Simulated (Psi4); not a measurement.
# CuNH2 (SMILES [NH2][Cu]) at DSD-PBEP86/aug-cc-pVDZ (density fitting for correlation)

Aim: the vertical ionisation energy of CuNH2 at DSD-PBEP86/aug-cc-pVDZ (density fitting for correlation), from 2 runs. 

The results are computed with Psi4 1.11.

2 further runs of the same task are left out: 1 that didn't finish, 1 set aside as unsound or not needed.

## 1. The structure to begin with

The species is CuNH2 (4 atoms), meant as a singlet with charge 0. SMILES: `[NH2][Cu]`. The coordinates come from a PBE0-D4/def2-TZVP relaxation.

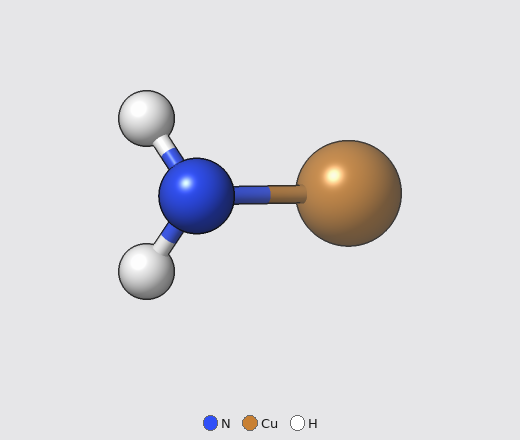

Viewed from a chosen angle; nitrogen blue, copper orange, hydrogen white.

## 2. The energy at DSD-PBEP86/aug-cc-pVDZ (density fitting for correlation)

job.json reads:

```json
{
 "schema_name": "qcschema_input",
 "schema_version": 1,
 "molecule": {
  "schema_name": "qcschema_molecule",
  "schema_version": 2,
  "symbols": ["N", "Cu", "H", "H"],
  "geometry": [-0.52402105, 0.47413228, 0.22204282, 2.61462507, -0.5699414, 1.23323527, -1.62969981, -1.09887574, 0.1048798, -0.3560244, 1.08073437, -1.59851933],
  "molecular_charge": 0,
  "molecular_multiplicity": 1,
  "fix_symmetry": "c1"
 },
 "driver": "energy",
 "model": {
  "method": "dsd-pbep86",
  "basis": "aug-cc-pVDZ"
 },
 "keywords": {
  "puream": true,
  "e_convergence": 1e-09,
  "d_convergence": 1e-08,
  "scf_type": "pk",
  "dft_radial_points": 99,
  "dft_spherical_points": 590,
  "num_frozen_docc": 6
 }
}
```

The run is started by

```console
$ psi4 --qcschema job.json -n 1 --memory 1600MB
```

stdout:

```text
[...]
  Running in c1 symmetry.
[...]
  Nuclear repulsion =   79.397725370565055
[...]
  Multiplicity = 1
[...]
  Nalpha       = 19
  Nbeta        = 19
[...]
    Number of basis functions: 100
[...]
   @RKS iter   1: -1692.79460358302049   -7.18111e-01   3.77746e-02 ADIIS/DIIS
[...]
   @RKS iter  16: -1695.36899525942931   -3.41061e-12   5.38692e-09 DIIS
[...]
    Orbital Energies [Eh]
    ---------------------
    Doubly Occupied:
       1A   -326.779906     2A    -40.128132     3A    -35.062068
       4A    -35.061561     5A    -35.060047     6A    -15.066818
       7A     -4.774785     8A     -3.150269     9A     -3.146298
      10A     -3.145272    11A     -0.957686    12A     -0.526976
      13A     -0.461645    14A     -0.433829    15A     -0.425341
      16A     -0.425284    17A     -0.418896    18A     -0.348421
      19A     -0.287840
[...]
  @RKS Final Energy: -1695.36899525942931
   => Energetics <=
    Nuclear Repulsion Energy =             79.3977253705650554
    One-Electron Energy =               -2523.2544125769318271
    Two-Electron Energy =                 769.7473028037940139
    DFT Exchange-Correlation Energy =     -21.2596108568567317
    Empirical Dispersion Energy =           0.0000000000000000
    VV10 Nonlocal Energy =                  0.0000000000000000
    Total Energy =                      -1695.3689952594293118
[...]
 Multipole Moments:
 ------------------------------------------------------------------------------------
     Multipole            Electronic (a.u.)      Nuclear  (a.u.)        Total (a.u.)
 ------------------------------------------------------------------------------------
 L = 1.  Multiply by 2.5417464519 to convert [e a0] to [Debye]
 Dipole X            :          5.9858487           -4.5308784            1.4549703
 Dipole Y            :         -1.5619439            0.8489829           -0.7129610
 Dipole Z            :          2.4777413           -2.3019292            0.1758121
 Magnitude           :                                                    1.6297736
[...]
```

The result, in JSON:

```text
{
 "driver": "energy",
 "model": {
  "method": "dsd-pbep86",
  "basis": "aug-cc-pVDZ"
 },
 "success": true,
 "return_result": -1695.8435258682177,
 "properties": {
  "calcinfo_nbasis": 100,
  "calcinfo_nmo": 100,
  "calcinfo_nalpha": 19,
  "calcinfo_nbeta": 19,
  "calcinfo_natom": 4,
  "nuclear_repulsion_energy": 79.39772537056506,
  "return_energy": -1695.8435258682177,
  "scf_one_electron_energy": -2523.254412576932,
  "scf_two_electron_energy": 769.747302803794,
  "scf_xc_energy": -21.25961085685673,
  "scf_dipole_moment": [1.45497030371616, -0.7129610449647874, 0.17581209911031426],
  "scf_total_energy": -1695.3689952594293,
  "scf_iterations": 16
 }
}
```

Run time: 67 s. Hardware: 1 thread of Intel Xeon Platinum 8488C (Sapphire Rapids), shared host; peak memory 1.7 GiB.

## 3. The doublet cation

run_ase.py reads:

```python
import numpy as np
from ase.calculators.psi4 import Psi4
from ase import Atoms

atoms = Atoms(['N', 'Cu', 'H', 'H'], positions=[
    [-0.277300, 0.250900, 0.117500],
    [1.383600, -0.301600, 0.652600],
    [-0.862400, -0.581500, 0.055500],
    [-0.188400, 0.571900, -0.845900],
])
calc = Psi4(atoms=atoms, method='dsd-pbep86', basis='aug-cc-pVDZ', memory='1600MB', num_threads=1, charge=1, multiplicity=2, label='psi4-calc', reference='uks')
calc.psi4.set_options({'puream': True, 'e_convergence': 1e-09, 'd_convergence': 1e-08, 'scf_type': 'pk', 'dft_radial_points': 99, 'dft_spherical_points': 590, 'num_frozen_docc': 6, 'maxiter': 200})
atoms.calc = calc

print(f'energy: {atoms.get_potential_energy():.6f} eV')
```

The run is started by

```console
$ python run_ase.py
```

psi4-calc.dat:

```text
[...]
  Running in c1 symmetry.
[...]
  Nuclear repulsion =   79.397725323578655
[...]
  Multiplicity = 2
[...]
  Nalpha       = 19
  Nbeta        = 18
[...]
    Number of basis functions: 100
[...]
   @UKS iter   1: -1692.55638259473426   -4.79890e-01   3.76433e-02 ADIIS/DIIS
[...]
   @UKS iter  19: -1695.09968635795030   -1.45519e-11   9.61590e-09 DIIS
[...]
   @S^2 Observed:                7.614538202E-01
[...]
    Orbital Energies [Eh]
    ---------------------
    Alpha Occupied:
       1A   -327.037393     2A    -40.381805     3A    -35.317669
       4A    -35.315309     5A    -35.314135     6A    -15.438294
       7A     -5.033343     8A     -3.414745     9A     -3.405733
      10A     -3.404230    11A     -1.335545    12A     -0.863252
      13A     -0.781417    14A     -0.762908    15A     -0.686664
      16A     -0.686225    17A     -0.682325    18A     -0.672554
      19A     -0.629614
    Alpha Virtual:
      20A     -0.215645    21A     -0.125557    22A     -0.125079
      23A     -0.114408    24A     -0.070758    25A     -0.065639
[...]
  @UKS Final Energy: -1695.09968635795030
   => Energetics <=
    Nuclear Repulsion Energy =             79.3977253235786549
    One-Electron Energy =               -2512.7142925073735569
    Two-Electron Energy =                 759.4054440824930907
    DFT Exchange-Correlation Energy =     -21.1885632566481803
    Empirical Dispersion Energy =           0.0000000000000000
    VV10 Nonlocal Energy =                  0.0000000000000000
    Total Energy =                      -1695.0996863579503042
[...]
 Multipole Moments:
 ------------------------------------------------------------------------------------
     Multipole            Electronic (a.u.)      Nuclear  (a.u.)        Total (a.u.)
 ------------------------------------------------------------------------------------
 L = 1.  Multiply by 2.5417464519 to convert [e a0] to [Debye]
 Dipole X            :          4.2968046           -4.5308784           -0.2340738
 Dipole Y            :         -1.1461345            0.8489829           -0.2971516
 Dipole Z            :          1.7466838           -2.3019292           -0.5552454
 Magnitude           :                                                    0.6718534
[...]
```

The script printed:

```text
energy: -46137.721239 eV
```

Wall time 83 s (1 thread of Intel Xeon Platinum 8488C (Sapphire Rapids), shared host); peak memory 1.8 GiB.

## 4. Results

At DSD-PBEP86/aug-cc-pVDZ (density fitting for correlation), 6 core orbitals frozen:

```
                                                                quantity           value
                                             singlet CuNH2: total energy  -1695.84353 Eh
                        singlet CuNH2: HOMO energy (SCF part's orbitals)        -7.83 eV
                        singlet CuNH2: LUMO energy (SCF part's orbitals)        -0.70 eV
                      singlet CuNH2: HOMO–LUMO gap (SCF part's orbitals)         7.13 eV
                                            doublet cation: total energy  -1695.53000 Eh
doublet cation: HOMO energy (SCF part's orbitals) (highest over α and β)       -17.06 eV
 doublet cation: LUMO energy (SCF part's orbitals) (lowest over α and β)        -7.33 eV
                                                    doublet cation: ⟨S²⟩           0.761
                      vertical ionisation energy (to the doublet cation)        8.532 eV
```

The vertical ionisation energy comes to 8.53 eV (197 kcal/mol). The negative HOMO energy of the first species, 7.83 eV, lies 0.70 eV below that difference.
